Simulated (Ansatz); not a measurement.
**Si2H3BrF2: molecular dynamics (part 2 of 2)**

Si2H3BrF2; RKS PBE-d4/6-31G* (Ansatz 0.2.0). The geometry comes from this level: PBE0-D4/def2-TZVP.

Geometry of the input (Å):
```
F  1.6873  -0.3324  1.4716
Si 1.1049  -0.1099  0.0134
F  1.6386  -1.3150  -0.8685
Si -1.2255  -0.0293  0.0281
Br 1.9820  1.7450  -0.7837
H  -1.6417  1.1128  0.8787
H  -1.7651  -1.3014  0.5715
H  -1.6883  0.1731  -1.3669
```

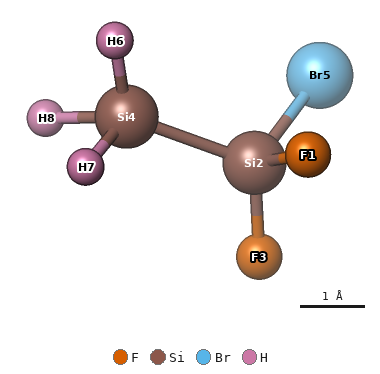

Fig. 1: The geometry at step 13 of the log (ball-and-stick view, seen at a tilt; atoms are numbered from 1 in the order of the input).

Trajectory as extended XYZ, continued
```
8
Properties=species:S:1:pos:R:3:forces:R:3 step=5 time_fs=5.0 energy=-91255.37041 temperature=1165.2
F     1.6480   -0.2856    1.4402    0.6410  -0.3520   1.7311
Si    1.1106   -0.1200   -0.0239   -0.6120   1.1037  -0.4225
F     1.6762   -1.3086   -0.8897    0.3855  -1.1315  -0.8123
Si   -1.1673   -0.0487    0.0673   -1.6984   0.2735   1.4701
Br    1.9743    1.7502   -0.7756    0.1388   0.4631  -0.3039
H    -1.8872    0.9604    1.0030    0.8930   0.0047  -0.5810
H    -1.8833   -1.2107    0.6546    0.4566  -0.7253   0.2285
H    -1.8620   -0.0364   -1.1923   -0.2044   0.3637  -1.3100
8
Properties=species:S:1:pos:R:3:forces:R:3 step=6 time_fs=6.0 energy=-91255.29890 temperature=988.5
F     1.6413   -0.2760    1.4365    0.6410  -0.3757   1.7459
Si    1.1108   -0.1217   -0.0308   -0.4549   1.1017  -0.4539
F     1.6840   -1.3089   -0.8949    0.3532  -1.0853  -0.7702
Si   -1.1568   -0.0505    0.0768   -2.8262  -0.1119   0.8354
Br    1.9726    1.7533   -0.7730    0.1207   0.4463  -0.3180
H    -1.9102    0.9321    1.0314    1.0198   0.0184  -0.6738
H    -1.9127   -1.2218    0.6809    0.7859  -0.3698   0.0169
H    -1.9224   -0.0638   -1.2062    0.3605   0.3763  -0.3823
8
Properties=species:S:1:pos:R:3:forces:R:3 step=7 time_fs=7.0 energy=-91255.18479 temperature=998.9
F     1.6351   -0.2653    1.4338    0.6456  -0.4020   1.7566
Si    1.1117   -0.1233   -0.0370   -0.3157   1.0852  -0.5056
F     1.6914   -1.3098   -0.9004    0.3165  -1.0179  -0.7087
Si   -1.1474   -0.0529    0.0870   -3.6862  -0.4240   0.2258
Br    1.9710    1.7568   -0.7703    0.1063   0.4278  -0.3321
H    -1.9211    0.9032    1.0523    1.0687   0.1010  -0.6808
H    -1.9281   -1.2317    0.7045    0.9970  -0.1657  -0.1268
H    -1.9819   -0.0850   -1.2241    0.8679   0.3957   0.3714
8
Properties=species:S:1:pos:R:3:forces:R:3 step=8 time_fs=8.0 energy=-91255.05168 temperature=863.6
F     1.6299   -0.2538    1.4311    0.6535  -0.4311   1.7707
Si    1.1125   -0.1247   -0.0427   -0.1908   1.0744  -0.5704
F     1.6984   -1.3106   -0.9062    0.2789  -0.9444  -0.6409
Si   -1.1393   -0.0565    0.0974   -4.2663  -0.6800  -0.2858
Br    1.9698    1.7610   -0.7671    0.0921   0.4057  -0.3460
H    -1.9242    0.8760    1.0644    1.0562   0.2252  -0.6231
H    -1.9278   -1.2420    0.7286    1.1117  -0.0549  -0.2284
H    -2.0369   -0.1032   -1.2446    1.2647   0.4053   0.9240
8
Properties=species:S:1:pos:R:3:forces:R:3 step=9 time_fs=9.0 energy=-91254.94104 temperature=807.9
F     1.6250   -0.2427    1.4276    0.6707  -0.4610   1.8071
Si    1.1126   -0.1258   -0.0483   -0.0801   1.0502  -0.6695
F     1.7045   -1.3123   -0.9119    0.2334  -0.8521  -0.5619
Si   -1.1330   -0.0603    0.1082   -4.5189  -0.8918  -0.6898
Br    1.9687    1.7652   -0.7641    0.0799   0.3830  -0.3607
H    -1.9174    0.8490    1.0717    0.9697   0.4066  -0.4903
H    -1.9116   -1.2509    0.7510    1.1328  -0.0394  -0.2798
H    -2.0826   -0.1164   -1.2570    1.5126   0.4044   1.2450
8
Properties=species:S:1:pos:R:3:forces:R:3 step=10 time_fs=10.0 energy=-91254.88813 temperature=822.0
F     1.6194   -0.2300    1.4238    0.6998  -0.4950   1.8643
Si    1.1123   -0.1269   -0.0537    0.0083   0.9941  -0.8247
F     1.7097   -1.3154   -0.9186    0.1700  -0.7157  -0.4476
Si   -1.1292   -0.0639    0.1196   -4.4515  -1.0758  -1.0630
Br    1.9680    1.7695   -0.7620    0.0692   0.3562  -0.3757
H    -1.8995    0.8239    1.0742    0.7954   0.6663  -0.2561
H    -1.8831   -1.2553    0.7725    1.0725  -0.1148  -0.2821
H    -2.1157   -0.1207   -1.2543    1.6363   0.3848   1.3849
8
Properties=species:S:1:pos:R:3:forces:R:3 step=11 time_fs=11.0 energy=-91254.90139 temperature=895.1
F     1.6141   -0.2169    1.4202    0.7426  -0.5314   1.9529
Si    1.1128   -0.1277   -0.0582    0.0394   0.9406  -1.0206
F     1.7152   -1.3181   -0.9257    0.1111  -0.5773  -0.3279
Si   -1.1272   -0.0679    0.1302   -4.1420  -1.2311  -1.3898
Br    1.9669    1.7744   -0.7598    0.0641   0.3317  -0.3903
H    -1.8721    0.8026    1.0769    0.5677   0.9613   0.0358
H    -1.8409   -1.2587    0.7972    0.9530  -0.2411  -0.2561
H    -2.1333   -0.1179   -1.2339    1.6641   0.3473   1.3959
8
Properties=species:S:1:pos:R:3:forces:R:3 step=12 time_fs=12.0 energy=-91254.97341 temperature=998.2
F     1.6091   -0.2044    1.4173    0.7822  -0.5627   2.0309
Si    1.1135   -0.1275   -0.0622    0.0746   0.8527  -1.2137
F     1.7212   -1.3208   -0.9320    0.0480  -0.4223  -0.2004
Si   -1.1249   -0.0726    0.1402   -3.7176  -1.3261  -1.6268
Br    1.9655    1.7798   -0.7569    0.0688   0.3212  -0.4092
H    -1.8368    0.7881    1.0839    0.3440   1.2182   0.3268
H    -1.7875   -1.2660    0.8185    0.8001  -0.3801  -0.2004
H    -2.1332   -0.1083   -1.1975    1.5999   0.2990   1.2929
8
Properties=species:S:1:pos:R:3:forces:R:3 step=13 time_fs=13.0 energy=-91255.09420 temperature=1148.8
F     1.6042   -0.1918    1.4163    0.7763  -0.5839   1.9799
Si    1.1127   -0.1263   -0.0669    0.1830   0.7187  -1.2812
F     1.7282   -1.3239   -0.9377   -0.0293  -0.2463  -0.0624
Si   -1.1228   -0.0772    0.1508   -3.2159  -1.3855  -1.7005
Br    1.9642    1.7847   -0.7534    0.0791   0.3266  -0.4346
H    -1.7983    0.7837    1.0916    0.1555   1.4080   0.5963
H    -1.7300   -1.2799    0.8335    0.6471  -0.4802  -0.1304
H    -2.1143   -0.0923   -1.1475    1.4042   0.2426   1.0329
8
Properties=species:S:1:pos:R:3:forces:R:3 step=14 time_fs=14.0 energy=-91255.24424 temperature=1193.9
F     1.6008   -0.1787    1.4162    0.7428  -0.6016   1.8465
Si    1.1122   -0.1248   -0.0725    0.2897   0.5760  -1.2432
F     1.7363   -1.3271   -0.9430   -0.1044  -0.0793   0.0651
Si   -1.1220   -0.0819    0.1609   -2.6745  -1.2467  -1.2960
Br    1.9625    1.7892   -0.7499    0.0961   0.3471  -0.4675
H    -1.7645    0.7941    1.1094    0.1384   1.3478   0.6283
H    -1.6741   -1.2964    0.8455    0.5076  -0.5416  -0.0578
H    -2.0799   -0.0760   -1.0853    1.0043   0.1982   0.5247
8
Properties=species:S:1:pos:R:3:forces:R:3 step=15 time_fs=15.0 energy=-91255.36613 temperature=1489.9
F     1.5980   -0.1657    1.4157    0.7077  -0.6197   1.6971
Si    1.1122   -0.1225   -0.0788    0.3800   0.3915  -1.1921
F     1.7449   -1.3311   -0.9492   -0.1895   0.1125   0.2052
Si   -1.1225   -0.0873    0.1709   -1.9567  -0.8696  -0.2930
Br    1.9605    1.7939   -0.7466    0.1195   0.3806  -0.5060
H    -1.7310    0.8229    1.1358    0.2684   1.0255   0.4043
H    -1.6199   -1.3119    0.8555    0.3671  -0.6048   0.0394
H    -2.0349   -0.0635   -1.0136    0.3035   0.1841  -0.3549
8
Properties=species:S:1:pos:R:3:forces:R:3 step=16 time_fs=16.0 energy=-91255.37235 temperature=1562.2
F     1.5956   -0.1523    1.4159    0.6512  -0.6375   1.4744
Si    1.1111   -0.1194   -0.0861    0.5266   0.1744  -1.0743
F     1.7542   -1.3352   -0.9567   -0.2928   0.3297   0.3607
Si   -1.1232   -0.0929    0.1820   -0.8968  -0.4113   1.2098
Br    1.9591    1.7986   -0.7432    0.1416   0.4180  -0.5463
H    -1.6942    0.8653    1.1620    0.4107   0.5981   0.0938
H    -1.5640   -1.3264    0.8646    0.2174  -0.6787   0.1530
H    -1.9779   -0.0530   -0.9445   -0.7579   0.2072  -1.6710
8
Properties=species:S:1:pos:R:3:forces:R:3 step=17 time_fs=17.0 energy=-91255.25045 temperature=1425.3
F     1.5948   -0.1382    1.4176    0.5645  -0.6558   1.1629
Si    1.1094   -0.1163   -0.0941    0.7344  -0.0473  -0.8589
F     1.7642   -1.3403   -0.9641   -0.4072   0.5539   0.5161
Si   -1.1233   -0.0975    0.1932    0.2413   0.0862   2.8818
Br    1.9582    1.8029   -0.7398    0.1627   0.4563  -0.5888
H    -1.6576    0.9166    1.1880    0.5340   0.1105  -0.2700
H    -1.5057   -1.3375    0.8759    0.0617  -0.7657   0.2611
H    -1.9192   -0.0442   -0.8967   -1.8914   0.2620  -3.1043
8
Properties=species:S:1:pos:R:3:forces:R:3 step=18 time_fs=18.0 energy=-91255.16829 temperature=1319.2
F     1.5946   -0.1247    1.4209    0.4504  -0.6707   0.7846
Si    1.1076   -0.1128   -0.1027    0.9730  -0.2648  -0.5632
F     1.7756   -1.3459   -0.9699   -0.5253   0.7700   0.6562
Si   -1.1233   -0.1010    0.2046    0.7613   0.5026   3.7659
Br    1.9577    1.8070   -0.7369    0.1830   0.4945  -0.6296
H    -1.6197    0.9765    1.2067    0.6021  -0.3690  -0.5976
H    -1.4490   -1.3499    0.8920   -0.0631  -0.7439   0.3028
H    -1.8790   -0.0365   -0.8847   -2.3813   0.2814  -3.7192
8
Properties=species:S:1:pos:R:3:forces:R:3 step=19 time_fs=19.0 energy=-91255.24397 temperature=1355.4
F     1.5948   -0.1113    1.4246    0.3256  -0.6823   0.3961
Si    1.1055   -0.1080   -0.1121    1.2392  -0.4945  -0.2551
F     1.7876   -1.3519   -0.9741   -0.6510   0.9895   0.7854
Si   -1.1220   -0.1037    0.2171    0.3494   0.7884   3.2534
Br    1.9574    1.8115   -0.7347    0.2018   0.5335  -0.6689
H    -1.5804    1.0323    1.2184    0.6054  -0.7544  -0.8155
H    -1.3970   -1.3673    0.9095   -0.1491  -0.5927   0.2628
H    -1.8663   -0.0256   -0.9099   -1.9213   0.2126  -2.9583
8
Properties=species:S:1:pos:R:3:forces:R:3 step=20 time_fs=20.0 energy=-91255.35818 temperature=1449.7
F     1.5959   -0.0966    1.4274    0.2137  -0.6968   0.0616
Si    1.1036   -0.1025   -0.1213    1.4935  -0.7454  -0.0010
F     1.7994   -1.3588   -0.9779   -0.7819   1.2170   0.9130
Si   -1.1197   -0.1070    0.2304   -0.4501   0.8668   1.9742
Br    1.9566    1.8157   -0.7334    0.2234   0.5832  -0.7118
H    -1.5372    1.0721    1.2246    0.5405  -0.9930  -0.9104
H    -1.3487   -1.3935    0.9258   -0.2044  -0.3129   0.1455
H    -1.8698   -0.0155   -0.9634   -1.0348   0.0811  -1.4710
```
